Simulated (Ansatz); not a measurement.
## Electronic structure of CH$_{3}$FSi (SMILES C[Si]F) in real space

The calculation's input:

```
crystal:
  periodic: [false, false, false]
  atoms:
    - symbol: C
      position_ang: [-2.306246, 1.296183, -1.163812]
    - symbol: F
      position_ang: [-1.743953, -1.160442, -2.113024]
    - symbol: Si
      position_ang: [-0.870650, 0.159912, -1.709632]
    - symbol: H
      position_ang: [-2.874123, 0.833691, -0.342633]
    - symbol: H
      position_ang: [-1.957046, 2.280837, -0.831800]
    - symbol: H
      position_ang: [-3.018598, 1.440946, -1.989918]
basis:
  gaussian: {orbitals: def2-TZVPD}
hamiltonian: {xc: pbe0}
output: {forces: true, orbitals: {seedname: orbitals}}
```

Command:

```sh
ansatz run input.yaml --threads 1 --pin off --max-ram 2610MiB --events-out events.jsonl --progress --plain --runs-dir runs
```

Geometry: B3LYP/6-31G*.

Computed with Ansatz 0.2.0, isolated molecule in a Gaussian basis; Kohn-Sham density functional theory, functional PBE0.

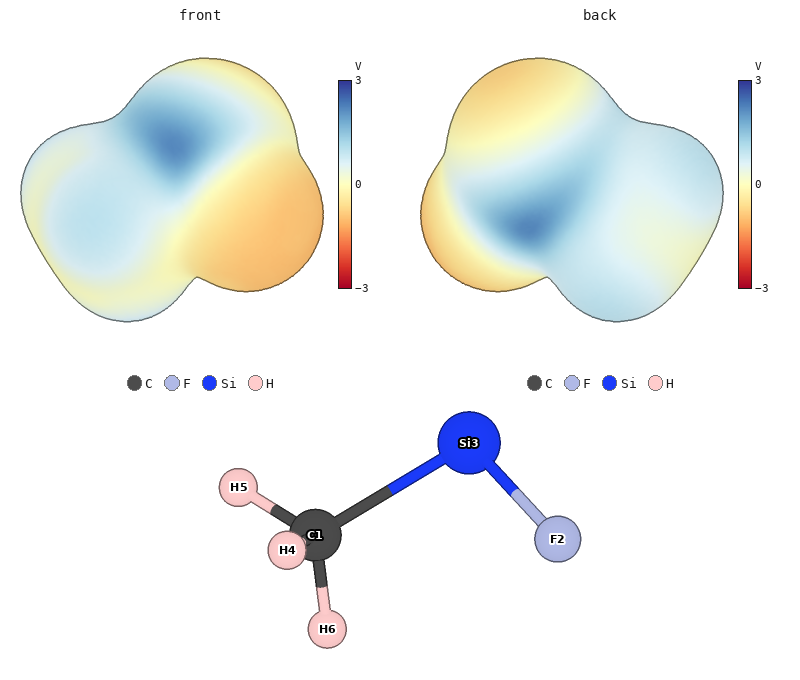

Figure 1. The electrostatic potential painted on the density surface at 0.002 e/bohr³, seen from the front and from behind; the colour scale runs from red (negative) to blue (positive). The bare structure is drawn below in the same view.

Describe the electrostatic potential map.

The most negative region (about −1.0 V) lies over F2, the most positive (about +2.1 V) over Si3.

What dipole moment does the calculation give?

Its dipole moment is 1.63 D.

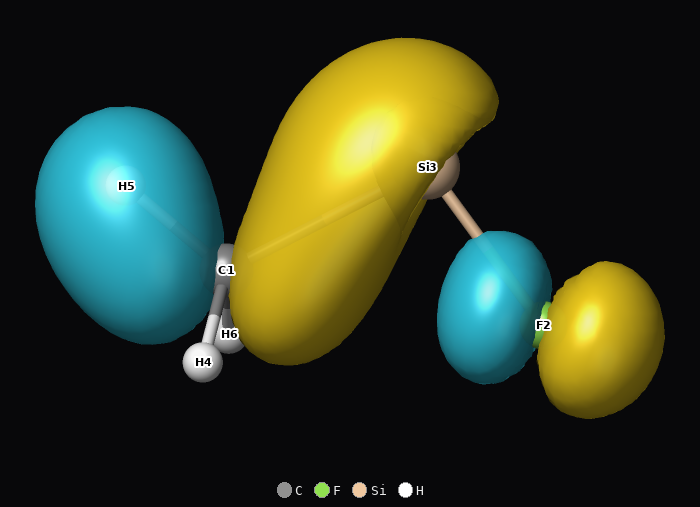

Figure 2. The HOMO−1 at ±0.15 Å⁻³ᐟ² (yellow and cyan are the two phases), seen across its widest extent.

Where does this orbital lie, and at what energy?

It lies mainly on C1 (about 30 %), Si3 (about 30 %), F2 (about 25 %) and H5 (about 15 %). Its energy is −10.72 eV.

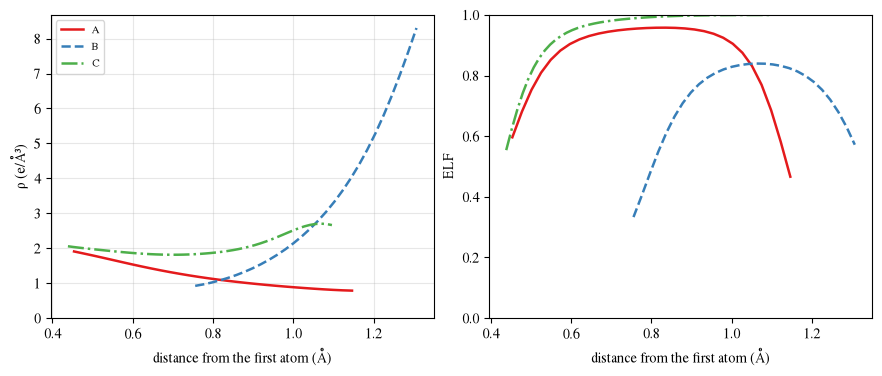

Figure 3. Total electron density and ELF along straight lines between neighbouring atoms. The curves leave out the atomic cores.

Which curve belongs to which contact (C–H, C–Si and Si–F)? The first atom named is at distance zero.

Curve A: C–Si (1.91 Å): ρ is about 0.93 e/Å³ halfway; the ELF peaks at about 0.95 between the atoms (a covalent bond). Curve B: Si–F (1.63 Å): ρ at the midpoint is about 1.1 e/Å³; the ELF peaks at about 0.85 in the valence shell of F, 0.6 Å from its nucleus, and is about 0.55 at the midpoint. Curve C: C–H (1.10 Å): the density is about 1.9 e/Å³ at the midpoint; the ELF climbs to about 1 towards the hydrogen, as it does in any bond to H; an ordinary covalent bond to hydrogen.

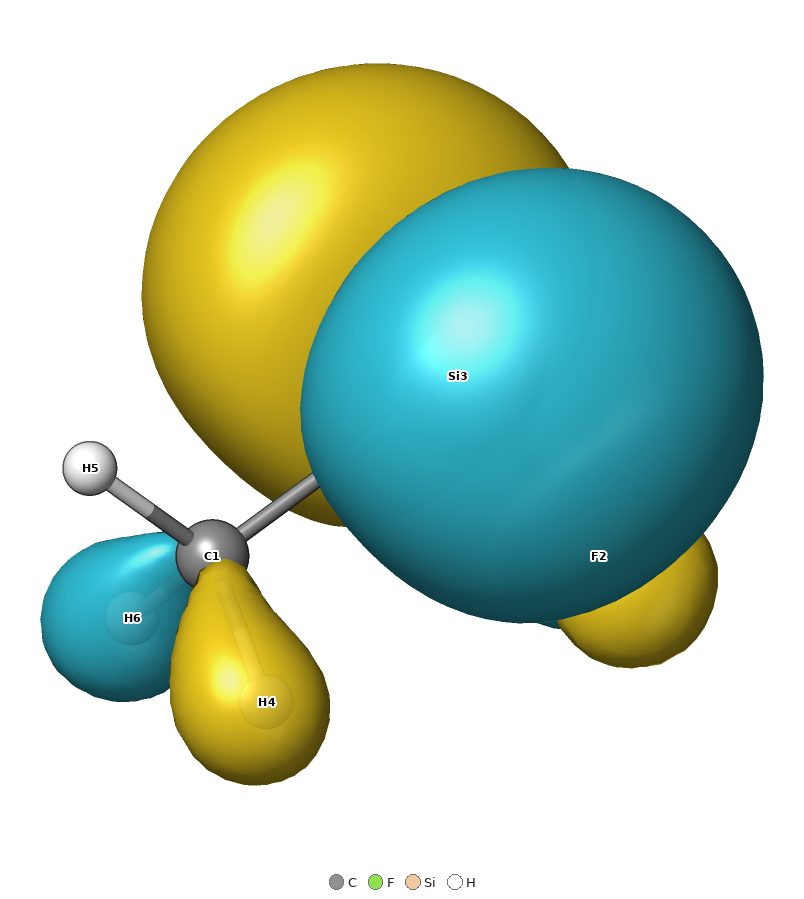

Figure 4. The LUMO at ±0.1 Å⁻³ᐟ² (yellow and cyan are the two phases), seen at a tilt.

Where does this orbital lie, and at what energy?

It lies mainly on Si3 (about 85 %), F2 (about 5 %) and C1 (about 5 %). Its energy is −2.24 eV.
